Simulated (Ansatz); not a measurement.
CoPb$_{3}$

Input file:

```
crystal:
  lattice:
    - [4.3810342346, 0.0, 0.0]
    - [0.0, 4.3810342346, 0.0]
    - [0.0, 0.0, 4.3810342346]
  atoms:
    - { symbol: Pb, position: [0.0, 0.5, 0.5] }
    - { symbol: Pb, position: [0.5, 0.0, 0.5] }
    - { symbol: Pb, position: [0.5, 0.5, 0.0] }
    - { symbol: Co, position: [0.0, 0.0, 0.0], spin: 2.0 }
basis:
  ecutwfc: 420
kpoints:
  mp_grid: { grid: [10, 10, 10] }
hamiltonian:
  xc: pbesol
scf:
  occupations: { method: gaussian, width: 0.1 }
  lower_state_search: "off"
output:
  forces: true
  stress: true
  eigenvalues: true
  populations: true
  write_density: true
  write_potential: true
  elf: true
  volumetric_format: npy
magnetization:
  spin_polarized: true
```

Launched as:

```sh
ansatz run input.yaml --threads 1 --pin off --max-ram 2560MiB --backend cpu --events-out ev --progress --plain --runs-dir out
```

Below, planes, directions and counts refer to the conventional cell (a = 4.38 Å, b = 4.38 Å, c = 4.38 Å, α = 90.00°, β = 90.00°, γ = 90.00°).

Space group Pm-3m; started from the Cu3Au (L1_2) prototype, which need not be the ambient phase; computed pressure about 12 GPa in this cell; spin-polarised.

Method: DFT PBEsol, scalar-relativistic, plane waves, PAW in Ansatz.

What can the converged valence pseudo-density, electron localisation function and spin density tell about the bonding?

Co–Pb (3.10 Å): ρ at the midpoint is about 0.18 e/Å³; the ELF is about 0.25 at the midpoint; no localised pair shows between them.
The spin density sits on Co: +1.3 μB in one cell of 4 atoms: parallel main moments, as they must be, since the calculation's own cell holds one magnetic site. The cell of the calculation (4 atoms) carries 1.2 μB of net spin moment.

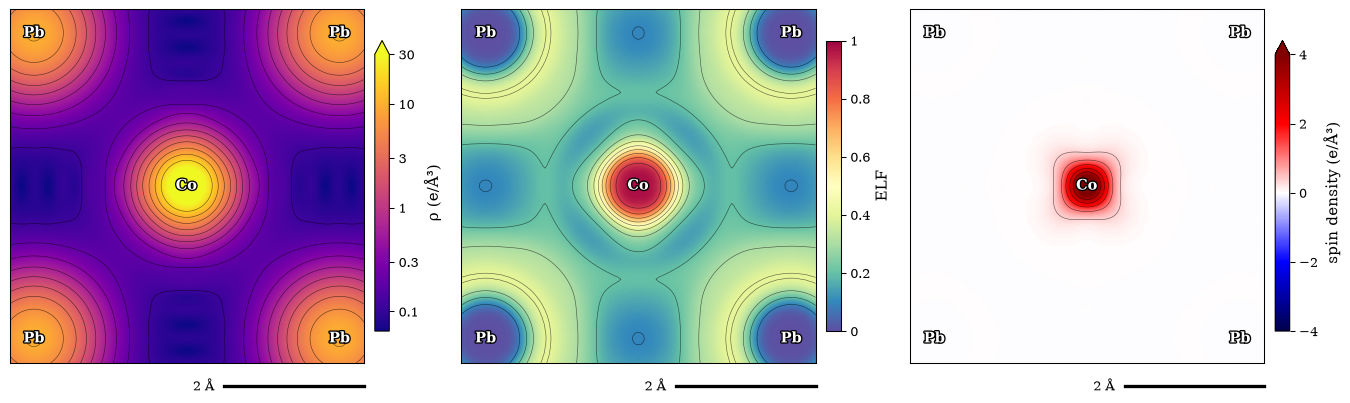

Computed valence pseudo-density, electron localisation function and spin density on the (001) plane of the conventional cell, in this order. 

Core electrons are frozen (PAW), and the valence fields are smoothed inside the atomic spheres.
